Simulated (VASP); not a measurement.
# ScPbClO2 with BLYP + D4: from relaxation to properties, part 2 of 4

Aim: relax ScPbClO2, then compute properties on the relaxed cell. The cell is invented: it takes the structure of a Materials Project entry for BiPbO2F (space group 8 there), with some of its atoms replaced by other elements, volume scaled by an estimate. It may not be a known or stable phase.

VASP 6.6.1, plane waves and PAW; the level of theory is named at each step.

So far, gap on the k-mesh (eV): step 2 (rough relaxation of the start cell) 3.08.

**3. Full relaxation (BLYP + D4)**

Level of this step: BLYP with D4; plane waves and PAW (Pb_d, Sc_sv, Cl, O); invented cell (VASP).

Properties are meant for the cell that this level of theory prefers, so cell and atoms are relaxed first (ISIF = 3) until forces and stress are small; EDIFFG sets the threshold.

Input file INCAR:

```
SYSTEM = ScPbClO2
PREC = Accurate
ENCUT = 520
EDIFF = 1E-06
NELM = 100
ISMEAR = 0
SIGMA = 0.05
LREAL = .FALSE.
ALGO = Normal
GGA = B5
ALDAX = 1
AGGAX = 1
AGGAC = 1
ALDAC = 0
IVDW = 13
VDW_S6 = 1
VDW_S8 = 2.34076671
VDW_A1 = 0.44488865
VDW_A2 = 4.0933009
NBANDS = 28
LORBIT = 11
LWAVE = .FALSE.
LCHARG = .FALSE.
KPAR = 2
IBRION = 2
NSW = 60
ISIF = 3
EDIFFG = -0.01
```

Input file POSCAR:

```
ScPbClO2
1.0
    3.1611254454     -1.8376990599      0.0208926381
    3.1611254454      1.8376990599      0.0208926381
   -0.0668904132      0.0000000000      7.5030036387
Pb Sc Cl O
1 1 1 2
Direct
    0.3733973900      0.3733973900      0.7422892506
    0.7045092202      0.7045092202      0.3368700743
    0.0356981716      0.0356981716      0.0835798143
    0.3708177631      0.3708177631      0.3745789758
    0.7073004550      0.7073004550      0.6119818850
```

Input file KPOINTS:

```
Automatic mesh
0
Gamma
7 7 3
0 0 0
```

Potentials, in the order of the species: Pb_d, Sc_sv, Cl and O (PBE family, release 64).

Started as:

```bash
> mpirun -np 2 vasp_std
```

The program printed:

```text
[banner, memory and clock lines left out]
running    2 mpi-ranks, on    1 nodes
 distrk:  each k-point on    1 cores,    2 groups
 distr:  one band on    1 cores,    1 groups

 POSCAR found type information on POSCAR PbScClO
 POSCAR found :  4 types and       5 ions
 [... a notice as in an earlier step ...]

 LDA part: xc-table for (Slater(with rela. corr.)+VWN5), standard interpolation
 POSCAR, INCAR and KPOINTS ok, starting setup
 FFT: planning ... GRIDC
 FFT: planning ... GRID_SOFT
 FFT: planning ... GRID
 WAVECAR not read
 entering main loop
       N       E                     dE             d eps       ncg     rms          rms(c)
DAV:   1     0.624393542621E+03    0.62439E+03   -0.21443E+04  2464   0.173E+03
DAV:   2     0.699018772591E+02   -0.55449E+03   -0.54395E+03  2472   0.521E+02
DAV:   3    -0.340436012429E+02   -0.10395E+03   -0.99923E+02  3788   0.216E+02
DAV:   4    -0.391551808971E+02   -0.51116E+01   -0.50961E+01  3688   0.527E+01
DAV:   5    -0.392598681441E+02   -0.10469E+00   -0.10454E+00  3872   0.740E+00    0.176E+01
DAV:   6    -0.308878839957E+02    0.83720E+01   -0.47726E+01  4440   0.569E+01    0.714E+00
DAV:   7    -0.307627661739E+02    0.12512E+00   -0.42731E+00  3660   0.158E+01    0.428E+00
DAV:   8    -0.306992900787E+02    0.63476E-01   -0.13059E+00  3812   0.902E+00    0.149E+00
DAV:   9    -0.306624510391E+02    0.36839E-01   -0.11028E-01  3924   0.325E+00    0.838E-01
DAV:  10    -0.306600715883E+02    0.23795E-02   -0.54732E-02  3864   0.151E+00    0.286E-01
DAV:  11    -0.306601559007E+02   -0.84312E-04   -0.45711E-03  4056   0.666E-01    0.104E-01
DAV:  12    -0.306602771502E+02   -0.12125E-03   -0.10667E-03  4196   0.272E-01    0.557E-02
DAV:  13    -0.306602750907E+02    0.20595E-05   -0.21450E-04  3864   0.137E-01    0.223E-02
DAV:  14    -0.306602878981E+02   -0.12807E-04   -0.62608E-05  3896   0.580E-02    0.673E-03
DAV:  15    -0.306602881102E+02   -0.21212E-06   -0.58028E-06  3540   0.231E-02
   1 F= -.33136575E+02 E0= -.33136575E+02  d E =-.331366E+02
 curvature:   0.00 expect dE= 0.000E+00 dE for cont linesearch  0.000E+00
 trial: gam= 0.00000 g(F)=  0.115E-03 g(S)=  0.118E-02 ort = 0.000E+00 (trialstep = 0.100E+01)
 search vector abs. value=  0.130E-02
 bond charge predicted
       N       E                     dE             d eps       ncg     rms          rms(c)
DAV:   1    -0.306740404183E+02   -0.13753E-01   -0.28076E-01  3128   0.652E+00    0.471E-01
DAV:   2    -0.306700428633E+02    0.39976E-02   -0.15757E-02  3540   0.146E+00    0.212E-01
DAV:   3    -0.306689007373E+02    0.11421E-02   -0.36315E-03  3620   0.796E-01    0.635E-02
DAV:   4    -0.306688544077E+02    0.46330E-04   -0.44390E-04  3912   0.177E-01    0.316E-02
DAV:   5    -0.306688379153E+02    0.16492E-04   -0.84074E-05  4040   0.767E-02    0.165E-02
DAV:   6    -0.306688330813E+02    0.48339E-05   -0.13063E-05  3364   0.320E-02    0.390E-03
DAV:   7    -0.306688329218E+02    0.15950E-06   -0.10888E-06  1848   0.106E-02
   2 F= -.33137329E+02 E0= -.33137329E+02  d E =-.753917E-03
[... from here on, the cycles between the ionic steps are left out ...]
   3 F= -.33137351E+02 E0= -.33137351E+02  d E =-.776085E-03
   4 F= -.33137374E+02 E0= -.33137374E+02  d E =-.799139E-03
   5 F= -.33137975E+02 E0= -.33137975E+02  d E =-.600797E-03
   6 F= -.33138137E+02 E0= -.33138137E+02  d E =-.762569E-03
   7 F= -.33138138E+02 E0= -.33138138E+02  d E =-.764052E-03
   8 F= -.33138320E+02 E0= -.33138320E+02  d E =-.182065E-03
   9 F= -.33138332E+02 E0= -.33138332E+02  d E =-.194039E-03
  10 F= -.33138372E+02 E0= -.33138372E+02  d E =-.394848E-04
  11 F= -.33138376E+02 E0= -.33138376E+02  d E =-.438722E-04
  12 F= -.33138385E+02 E0= -.33138385E+02  d E =-.524367E-04
  13 F= -.33138412E+02 E0= -.33138412E+02  d E =-.274850E-04
  14 F= -.33138432E+02 E0= -.33138432E+02  d E =-.470980E-04
  15 F= -.33138464E+02 E0= -.33138464E+02  d E =-.327754E-04
  16 F= -.33138477E+02 E0= -.33138477E+02  d E =-.458775E-04
  17 F= -.33138503E+02 E0= -.33138503E+02  d E =-.258770E-04
  18 F= -.33138512E+02 E0= -.33138512E+02  d E =-.342678E-04
 curvature:  -3.30 expect dE=-0.635E-04 dE for cont linesearch -0.158E-06
 trial: gam= 0.47432 g(F)=  0.134E-04 g(S)=  0.582E-05 ort =-0.254E-05 (trialstep = 0.106E+01)
 search vector abs. value=  0.473E-04
 bond charge predicted
       N       E                     dE             d eps       ncg     rms          rms(c)
DAV:   1    -0.306650811642E+02    0.26011E-03   -0.96548E-03  2544   0.788E-01    0.342E-02
DAV:   2    -0.306651195444E+02   -0.38380E-04   -0.53677E-04  3656   0.203E-01    0.177E-02
DAV:   3    -0.306651152732E+02    0.42712E-05   -0.10977E-05  3832   0.337E-02    0.109E-02
DAV:   4    -0.306651131890E+02    0.20842E-05   -0.70311E-06  3256   0.288E-02    0.265E-03
DAV:   5    -0.306651133078E+02   -0.11883E-06   -0.10892E-06  1808   0.104E-02
  19 F= -.33138527E+02 E0= -.33138527E+02  d E =-.157027E-04
 trial-energy change:   -0.000016  1 .order   -0.000014   -0.000019   -0.000009
 step:   2.0892(harm=  2.0892)  dis= 0.00188  next Energy=   -33.138531 (dE=-0.188E-04)
 reached required accuracy - stopping structural energy minimisation
```

Elapsed: 4.2 min, on 2 MPI ranks of Intel Xeon 6975P-C (Granite Rapids), shared host; peak memory 0.56 GiB.

Parts of OUTCAR (step 3):

```text
  LATTYP: Found a base centered monoclinic cell.
 ALAT       =     6.3223889738
 B/A-ratio  =     0.5813305912
 C/A-ratio  =     1.1867826913
 COS(beta)  =    -0.0023057690

The static configuration has the point symmetry C_1h.

 Found     44 irreducible k-points:

   k-points           NKPTS =     44   k-points in BZ     NKDIM =     44   number of bands    NBANDS=     28

   dimension x,y,z NGX =    28 NGY =   28 NGZ =   56
   dimension x,y,z NGXF=    56 NGYF=   56 NGZF=  112

   ENCUT  =  520.0 eV  38.22 Ry    6.18 a.u.   6.80  6.80 13.95*2*pi/ulx,y,z

   NELECT =      44.0000    total number of electrons

 E-fermi :   4.4315

 k-point     1 :       0.0000    0.0000    0.0000
  band No.  band energies     occupation
    ...
     18       2.2150      2.00000
     19       2.2159      2.00000
     20       2.9606      2.00000
     21       2.9606      2.00000
     22       3.5011      2.00000
     23       7.8377      0.00000
     24       8.1703      0.00000
     25       8.1736      0.00000
     26       8.7816      0.00000
     27      10.4725      0.00000
    ...

 k-point     2 :       0.1429    0.0000    0.0000
  band No.  band energies     occupation
    ...
     18       2.1488      2.00000
     19       2.2777      2.00000
     20       2.8532      2.00000
     21       3.1205      2.00000
     22       3.6031      2.00000
     23       8.0430      0.00000
     24       8.2108      0.00000
     25       8.3356      0.00000
     26       9.0301      0.00000
     27       9.9088      0.00000
    ...

  DFT-D4 for vdW energy calculation

  Edisp (eV):   -2.47341

  Total      -0.01787    -0.01232    -0.00510     0.00000     0.00000    -0.00048
  in kB      -0.32768    -0.22588    -0.09356     0.00000     0.00000    -0.00882
  external pressure =       -0.22 kB  Pullay stress =        0.00 kB

  energy-cutoff  :      520.00
  volume of cell :       87.36
      direct lattice vectors                 reciprocal lattice vectors
     3.160404989 -1.826247507  0.023722630     0.158198076 -0.273785452  0.001265076
     3.160404989  1.826247507  0.023722630     0.158198076  0.273785452  0.001265076
    -0.060517397  0.000000000  7.567717677    -0.000991811  0.000000000  0.132132305

 POSITION                                       TOTAL-FORCE (eV/Angst)
 -----------------------------------------------------------------------------------
      2.30662      0.00000      5.64487        -0.000467      0.000000     -0.000107
      4.43540      0.00000      2.58495         0.001494      0.000000     -0.004443
      0.23333      0.00000      0.63387         0.003457      0.000000      0.001888
      2.32628      0.00000      2.84260        -0.001102      0.000000      0.006856
      4.42177      0.00000      4.66299        -0.003382      0.000000     -0.004194
 -----------------------------------------------------------------------------------
    total drift:                               -0.000265     -0.000000     -0.001157

  FREE ENERGIE OF THE ION-ELECTRON SYSTEM (eV)
  ---------------------------------------------------
  free  energy   TOTEN  =       -33.1385274631 eV

  energy  without entropy=      -33.1385274631  energy(sigma->0) =      -33.13852746

 total charge
# of ion       s       p       d       tot
------------------------------------------
    1        1.474   0.517   9.871  11.862
    2        2.184   6.173   0.991   9.348
    3        1.614   3.565   0.000   5.179
    4        1.554   3.469   0.000   5.023
    5        1.574   3.433   0.000   5.006
--------------------------------------------------
tot          8.400  17.156  10.863  36.419

[... 2 parts as in an earlier step ...]

[... 7 further parts left out ...]
```

CONTCAR:

```
ScPbClO2
   1.00000000000000
     3.1604049887718246   -1.8262475071255686    0.0237226300386949
     3.1604049887718246    1.8262475071255686    0.0237226300386949
    -0.0605173970075700    0.0000000000000000    7.5677176765767395
  Pb              Sc              Cl              O
     1     1     1     2
Direct
     0.3720433835714864    0.3720433835714864    0.7435822549828983
     0.7049414062601581    0.7049414062601581    0.3371561293861591
     0.0377149051405796    0.0377149051405796    0.0835233722132595
     0.3716090113172137    0.3716090113172137    0.3732915354779377
     0.7054142936105712    0.7054142936105712    0.6117467079397493
```

Step by step:

| step | energy less that of the first step (eV) | largest force (eV/Å) | pressure (GPa) | volume (Å³) |
| --- | --- | --- | --- | --- |
| 1 | 0.0000 | 0.0321 | 0.22 | 87.18 |
| 2 | -0.0008 | 0.0396 | -0.11 | 87.47 |
| 3 | -0.0008 | 0.0659 | -0.29 | 87.63 |
| 4 | -0.0008 | 0.0547 | -0.22 | 87.56 |
| 5 | -0.0014 | 0.0445 | -0.10 | 87.49 |
| 6 | -0.0016 | 0.0481 | 0.00 | 87.43 |
| 7 | -0.0016 | 0.0505 | 0.02 | 87.42 |
| 8 | -0.0017 | 0.0186 | -0.02 | 87.42 |
| 9 | -0.0018 | 0.0179 | -0.03 | 87.42 |
| 10 | -0.0018 | 0.0109 | -0.02 | 87.38 |
| 11 | -0.0018 | 0.0185 | 0.03 | 87.29 |
| 12 | -0.0018 | 0.0113 | 0.03 | 87.32 |
| 13 | -0.0018 | 0.0174 | 0.01 | 87.32 |
| 14 | -0.0019 | 0.0259 | -0.03 | 87.33 |
| 15 | -0.0019 | 0.0124 | 0.01 | 87.31 |
| 16 | -0.0019 | 0.0106 | 0.05 | 87.29 |
| 17 | -0.0019 | 0.0116 | 0.02 | 87.33 |
| 18 | -0.0019 | 0.0127 | -0.02 | 87.37 |
| 19 | -0.0020 | 0.0069 | -0.02 | 87.36 |

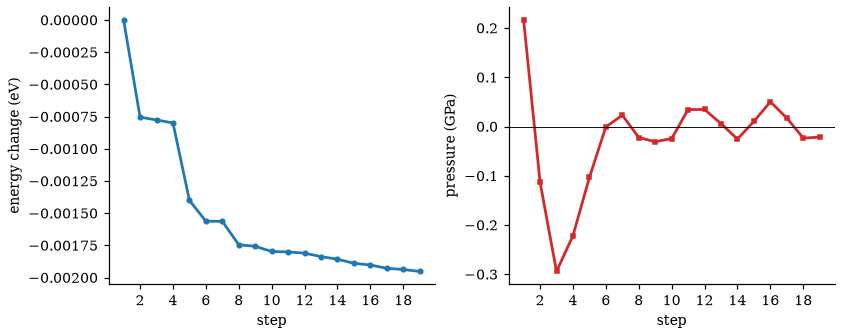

Energy and pressure along the relaxation.

```csv
cell as run,before,after,change
a (Å),3.657,3.650,-0.2 %
b (Å),3.657,3.650,-0.2 %
c (Å),7.503,7.568,+0.9 %
α (°),90.11,90.02,-0.1 %
β (°),90.11,90.02,-0.1 %
γ (°),60.34,60.04,-0.5 %
volume (Å³/atom),17.44,17.47,+0.2 %
```

The atoms that moved most (Å, as changes of fractional coordinates times the final cell):

```
atom      dx     dy      dz  length
 Pb1  -0.009  0.000   0.010   0.013
 Cl3   0.013  0.000   0.000   0.013
  O5  -0.012  0.000  -0.002   0.012
  O4   0.005  0.000  -0.010   0.011
```

Final coordinates:

```xyz
5
Lattice="3.1604 -1.8262 0.0237 3.1604 1.8262 0.0237 -0.0605 0.0000 7.5677" Properties=species:S:1:pos:R:3 pbc="T T T"
Pb    2.3066    0.0000    5.6449
Sc    4.4354    0.0000    2.5849
Cl    0.2333    0.0000    0.6339
O     2.3263    0.0000    2.8426
O     4.4218    0.0000    4.6630
```

Numbers from this step:

```
irreducible k-points            : 44
free energy (TOTEN)             : -33.14 eV
Fermi energy                    : 4.431 eV
pressure                        : -0.02157 GPa
conduction bottom at k          : 0.4286, 0.4286, 0.3333
least direct gap at k           : -0.2857, 0.2857, 0.3333
SCF cycles over all ionic steps : 109
gap on the k-mesh               : 2.941 eV
least direct gap on the k-mesh  : 3.138 eV
```

It ends with a largest force of 0.007 eV/Å and a pressure of -0.02 GPa.

**4. Single point with fields (BLYP + D4)**

The relaxed cell gets a fresh self-consistent run, on a basis set for its own volume, to fix the density and to check the remaining stress.

Changes to INCAR since step 3:

```diff
@@ -22,7 +22,5 @@
 LWAVE = .FALSE.
-LCHARG = .FALSE.
-KPAR = 2
-IBRION = 2
-NSW = 60
-ISIF = 3
-EDIFFG = -0.01
+LCHARG = .TRUE.
+ISIF = 2
+LELF = .TRUE.
+LVHAR = .TRUE.
```

Input file POSCAR:

```
ScPbClO2
1.0
    3.1604049888     -1.8262475071      0.0237226300
    3.1604049888      1.8262475071      0.0237226300
   -0.0605173970      0.0000000000      7.5677176766
Pb Sc Cl O
1 1 1 2
Direct
    0.3720433836      0.3720433836      0.7435822550
    0.7049414063      0.7049414063      0.3371561294
    0.0377149051      0.0377149051      0.0835233722
    0.3716090113      0.3716090113      0.3732915355
    0.7054142936      0.7054142936      0.6117467079
```

KPOINTS is that of step 3.

Started as:

```bash
> mpirun -np 2 vasp_std
```

The program printed:

```text
[banner, memory and clock lines left out]
running    2 mpi-ranks, on    1 nodes
 distrk:  each k-point on    2 cores,    1 groups
 distr:  one band on    1 cores,    2 groups

 POSCAR found type information on POSCAR PbScClO
 POSCAR found :  4 types and       5 ions
 [... a notice as in an earlier step ...]

 LDA part: xc-table for (Slater(with rela. corr.)+VWN5), standard interpolation
 POSCAR, INCAR and KPOINTS ok, starting setup
 FFT: planning ... GRIDC
 FFT: planning ... GRID_SOFT
 FFT: planning ... GRID
 WAVECAR not read
 entering main loop
       N       E                     dE             d eps       ncg     rms          rms(c)
DAV:   1     0.623115485939E+03    0.62312E+03   -0.21427E+04  2464   0.173E+03
DAV:   2     0.689205554826E+02   -0.55419E+03   -0.54375E+03  2464   0.523E+02
DAV:   3    -0.341676390385E+02   -0.10309E+03   -0.99846E+02  3768   0.218E+02
DAV:   4    -0.391616093289E+02   -0.49940E+01   -0.49791E+01  3680   0.530E+01
DAV:   5    -0.392726158068E+02   -0.11101E+00   -0.11088E+00  3816   0.748E+00    0.176E+01
DAV:   6    -0.308996262093E+02    0.83730E+01   -0.48064E+01  4380   0.568E+01    0.716E+00
DAV:   7    -0.307664041992E+02    0.13322E+00   -0.42572E+00  3580   0.157E+01    0.428E+00
DAV:   8    -0.307089436712E+02    0.57461E-01   -0.13927E+00  3800   0.915E+00    0.157E+00
DAV:   9    -0.306673547533E+02    0.41589E-01   -0.12626E-01  3900   0.341E+00    0.856E-01
DAV:  10    -0.306651618175E+02    0.21929E-02   -0.58480E-02  3784   0.152E+00    0.298E-01
DAV:  11    -0.306652412223E+02   -0.79405E-04   -0.49020E-03  4064   0.687E-01    0.108E-01
DAV:  12    -0.306653476042E+02   -0.10638E-03   -0.11595E-03  4152   0.282E-01    0.576E-02
DAV:  13    -0.306653493805E+02   -0.17764E-05   -0.22695E-04  3816   0.137E-01    0.230E-02
DAV:  14    -0.306653625062E+02   -0.13126E-04   -0.63100E-05  3920   0.604E-02    0.716E-03
DAV:  15    -0.306653627321E+02   -0.22584E-06   -0.69444E-06  3552   0.256E-02
   1 F= -.33138777E+02 E0= -.33138777E+02  d E =-.138373E-22
```

The job ended after 30 s (2 MPI ranks; peak memory 0.43 GiB; 56 s of CPU time).

OUTCAR, selected parts (step 4):

```text
  LATTYP: Found a base centered monoclinic cell.
 ALAT       =     6.3209880419
 B/A-ratio  =     0.5778360899
 C/A-ratio  =     1.1972747923
 COS(beta)  =    -0.0004905542

The static configuration has the point symmetry C_1h.

 Found     44 irreducible k-points:

   ENCUT  =  520.0 eV  38.22 Ry    6.18 a.u.   6.79  6.79 14.07*2*pi/ulx,y,z

   NELECT =      44.0000    total number of electrons

 E-fermi :   4.4317

 k-point     1 :       0.0000    0.0000    0.0000
  band No.  band energies     occupation
    ...
     18       2.2148      2.00000
     19       2.2156      2.00000
     20       2.9607      2.00000
     21       2.9608      2.00000
     22       3.5013      2.00000
     23       7.8377      0.00000
     24       8.1702      0.00000
     25       8.1735      0.00000
     26       8.7816      0.00000
     27      10.4744      0.00000
    ...

 k-point     2 :       0.1429   -0.0000    0.0000
  band No.  band energies     occupation
    ...
     18       2.1486      2.00000
     19       2.2778      2.00000
     20       2.8534      2.00000
     21       3.1205      2.00000
     22       3.6033      2.00000
     23       8.0430      0.00000
     24       8.2108      0.00000
     25       8.3355      0.00000
     26       9.0300      0.00000
     27       9.9089      0.00000
    ...

  DFT-D4 for vdW energy calculation

  Edisp (eV):   -2.47341

  Total      -0.02183    -0.01585    -0.00483     0.00000     0.00000    -0.00078
  in kB      -0.40036    -0.29062    -0.08857     0.00000     0.00000    -0.01422
  external pressure =       -0.26 kB  Pullay stress =        0.00 kB

 POSITION                                       TOTAL-FORCE (eV/Angst)
 -----------------------------------------------------------------------------------
      2.30662      0.00000      5.64487        -0.000875      0.000000     -0.000377
      4.43540      0.00000      2.58495         0.001235      0.000000     -0.004414
      0.23333      0.00000      0.63387         0.004345      0.000000      0.001208
      2.32628      0.00000      2.84260        -0.001121      0.000000      0.007165
      4.42177      0.00000      4.66299        -0.003584      0.000000     -0.003582
 -----------------------------------------------------------------------------------
    total drift:                               -0.000190     -0.000000     -0.000721

  FREE ENERGIE OF THE ION-ELECTRON SYSTEM (eV)
  ---------------------------------------------------
  free  energy   TOTEN  =       -33.1387768874 eV

  energy  without entropy=      -33.1387768874  energy(sigma->0) =      -33.13877689

[... 5 parts as in an earlier step ...]

[... 7 further parts left out ...]
```

This step gave:

```yaml
scf_cycles: 15
fermi_energy: 4.432 eV
pressure: -0.02598 GPa
```

Valence electrons inside each PAW sphere by angular momentum. Sphere charges, by row:

```csv
atom,s (e),p (e),d (e),tot (e)
Pb1,1.474,0.517,9.871,11.86
Sc2,2.184,6.173,0.991,9.348
Cl3,1.614,3.565,0,5.179
O4,1.554,3.469,0,5.023
O5,1.574,3.433,0,5.006
```

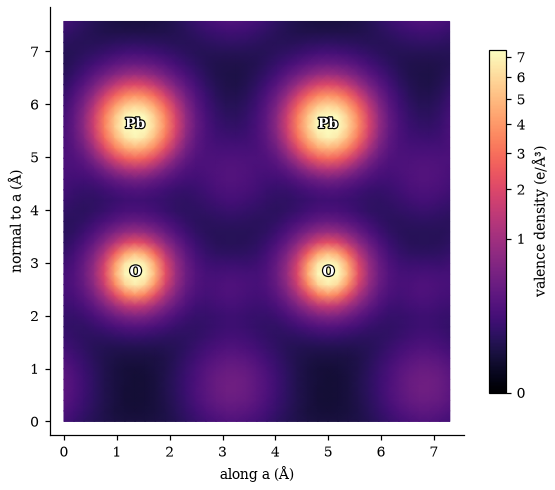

Valence density in the ac plane of the cell as run, not the conventional one, at fractional y = 0.372, with atoms of Pb and O within 0.2 Å of it. It is the smooth field of the valence electrons, not physical close to the nuclei. The colour scale is stretched toward low values.

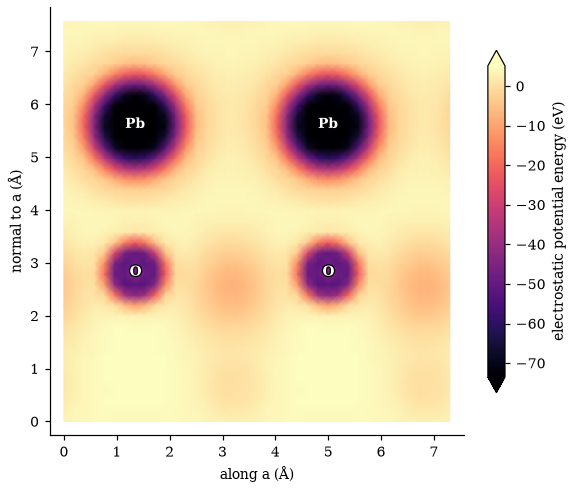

Electrostatic potential energy in the ac plane of the cell as run, not the conventional one, at fractional y = 0.372, with atoms of Pb and O within 0.2 Å of it. With pseudopotentials it is smooth inside the atoms' cores, unlike the true potential.

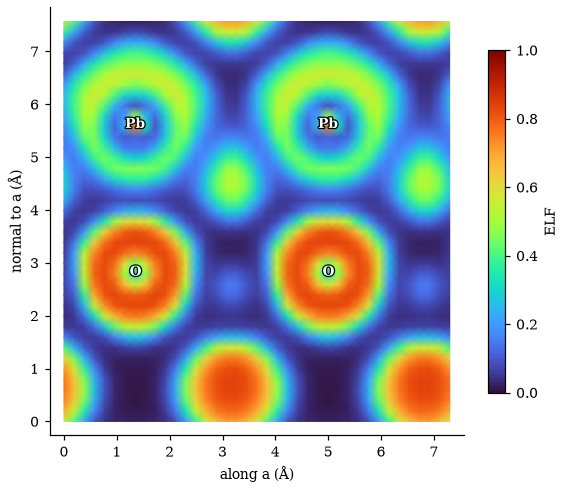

ELF in the ac plane of the cell as run, not the conventional one, at fractional y = 0.372, with atoms of Pb and O within 0.2 Å of it. It is the smooth field of the valence electrons, not physical close to the nuclei.

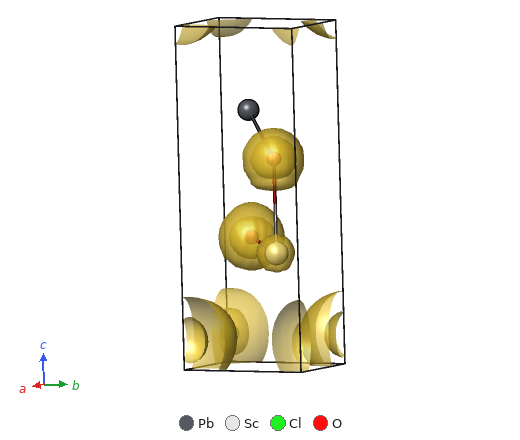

Surface of ELF = 0.81. Drawn on the cell as run, not the conventional one. Bonds to atoms that aren't drawn are left out.

In this run the pressure is -0.03 GPa, small enough to go on.

[end of part 2 of 4]

[Lines on the potential files, build, host, timing and source positions are cut from VASP's logs without a mark.]

[Logs are printed without paths, hosts, clocks, repeated set-up lines and the standing remarks that a program may print on its own settings, such as how far it seeks lower states.]

[Hosts, paths, dates, database ids (printed as entryN), source tags and the programs' standing remarks are cut or masked in the printed files.]

[A measured line is paired with the nearest computed mode of its activity, which favours agreement.]
